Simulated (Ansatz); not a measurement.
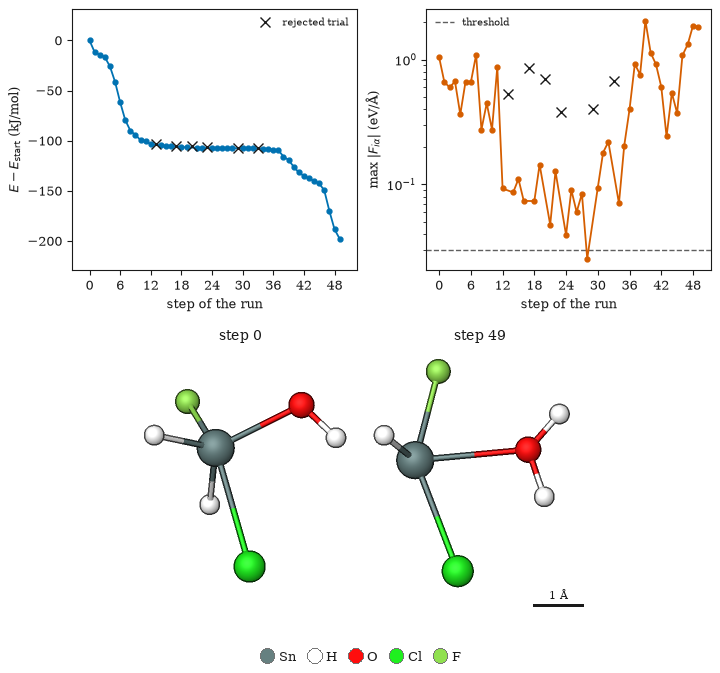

First and last geometry of a relaxation of SnH₃OClF (multiplicity 2), with the history of the run. A ball-and-stick model, seen at a tilt.

The run prepares an end point of a later path (reaction) calculation, from a guessed geometry.

All numbers below come from UKS PBE0-D4/def2-SVP (Ansatz). Set-up: collinear spin; force threshold 0.03 eV/Å; at most 50 steps.

What do the curves and the structures tell?

Answer. The relaxation stopped without meeting its thresholds, so the last structure isn't shown to be converged. It used up its limit of 50 steps. After 43 accepted moves (49 points after the start) the energy has fallen by 197.7 kJ/mol. Largest force component: 1 eV/Å at the start, 1.8 eV/Å at the end. The line search rejected the trial steps at points 13, 17, 20, 23, 29, 33 of the run. The forces were under the threshold at step 28, but the run went on from there. An H atom moves most after the best rigid fit: 2.41 Å. By element the largest moves are H 2.41 Å, O 1.07 Å, Sn 0.90 Å, F 0.80 Å, Cl 0.66 Å. Near-neighbour distances that change, for instance: H–O 3.222 → 1.030 Å, H–Sn 1.770 → 2.727 Å, O–Sn 1.961 → 2.283 Å, Cl–Sn 2.495 → 2.431 Å. New bonds form, among them: H–O (3.22 → 1.03 Å). Bonds break, among them: H–Sn (1.77 → 2.73 Å). Bond angles that change, for instance: O–Sn–F 102.1° → 74.0°, O–Sn–Cl 98.7° → 73.7°, Sn–O–H 111.3° → 134.3°. Cost: 92 s on 4 threads of Arm Neoverse V2 (shared host), peak memory 0.27 GiB.

```json
{"step": "0", "E − E(0), kJ/mol": "0.00", "largest force component, eV/Å": "1.0470", "note": ""}
{"step": "1", "E − E(0), kJ/mol": "-11.64", "largest force component, eV/Å": "0.6592", "note": ""}
{"step": "2", "E − E(0), kJ/mol": "-14.09", "largest force component, eV/Å": "0.6006", "note": ""}
{"step": "3", "E − E(0), kJ/mol": "-16.63", "largest force component, eV/Å": "0.6691", "note": ""}
{"step": "4", "E − E(0), kJ/mol": "-25.93", "largest force component, eV/Å": "0.3643", "note": ""}
{"step": "5", "E − E(0), kJ/mol": "-41.21", "largest force component, eV/Å": "0.6684", "note": ""}
{"step": "6", "E − E(0), kJ/mol": "-61.61", "largest force component, eV/Å": "0.6599", "note": ""}
{"step": "7", "E − E(0), kJ/mol": "-79.40", "largest force component, eV/Å": "1.0975", "note": ""}
{"step": "8", "E − E(0), kJ/mol": "-89.96", "largest force component, eV/Å": "0.2752", "note": ""}
{"step": "9", "E − E(0), kJ/mol": "-94.43", "largest force component, eV/Å": "0.4476", "note": ""}
{"step": "10", "E − E(0), kJ/mol": "-99.26", "largest force component, eV/Å": "0.2757", "note": ""}
{"step": "12", "E − E(0), kJ/mol": "-103.63", "largest force component, eV/Å": "0.0927", "note": ""}
{"step": "14", "E − E(0), kJ/mol": "-104.57", "largest force component, eV/Å": "0.0862", "note": ""}
{"step": "16", "E − E(0), kJ/mol": "-105.52", "largest force component, eV/Å": "0.0738", "note": ""}
{"step": "18", "E − E(0), kJ/mol": "-106.19", "largest force component, eV/Å": "0.0735", "note": ""}
{"step": "20", "E − E(0), kJ/mol": "-105.28", "largest force component, eV/Å": "0.6942", "note": "rejected"}
{"step": "22", "E − E(0), kJ/mol": "-107.14", "largest force component, eV/Å": "0.1272", "note": ""}
{"step": "24", "E − E(0), kJ/mol": "-107.28", "largest force component, eV/Å": "0.0393", "note": ""}
{"step": "26", "E − E(0), kJ/mol": "-107.37", "largest force component, eV/Å": "0.0601", "note": ""}
{"step": "28", "E − E(0), kJ/mol": "-107.45", "largest force component, eV/Å": "0.0254", "note": ""}
{"step": "31", "E − E(0), kJ/mol": "-107.51", "largest force component, eV/Å": "0.1801", "note": ""}
{"step": "33", "E − E(0), kJ/mol": "-107.43", "largest force component, eV/Å": "0.6729", "note": "rejected"}
{"step": "35", "E − E(0), kJ/mol": "-108.10", "largest force component, eV/Å": "0.2051", "note": ""}
{"step": "37", "E − E(0), kJ/mol": "-109.58", "largest force component, eV/Å": "0.9226", "note": ""}
{"step": "39", "E − E(0), kJ/mol": "-119.20", "largest force component, eV/Å": "2.0572", "note": ""}
{"step": "41", "E − E(0), kJ/mol": "-131.59", "largest force component, eV/Å": "0.9173", "note": ""}
{"step": "43", "E − E(0), kJ/mol": "-137.52", "largest force component, eV/Å": "0.2423", "note": ""}
{"step": "45", "E − E(0), kJ/mol": "-142.54", "largest force component, eV/Å": "0.3729", "note": ""}
{"step": "47", "E − E(0), kJ/mol": "-170.16", "largest force component, eV/Å": "1.3263", "note": ""}
{"step": "49", "E − E(0), kJ/mol": "-197.74", "largest force component, eV/Å": "1.8384", "note": ""}
```
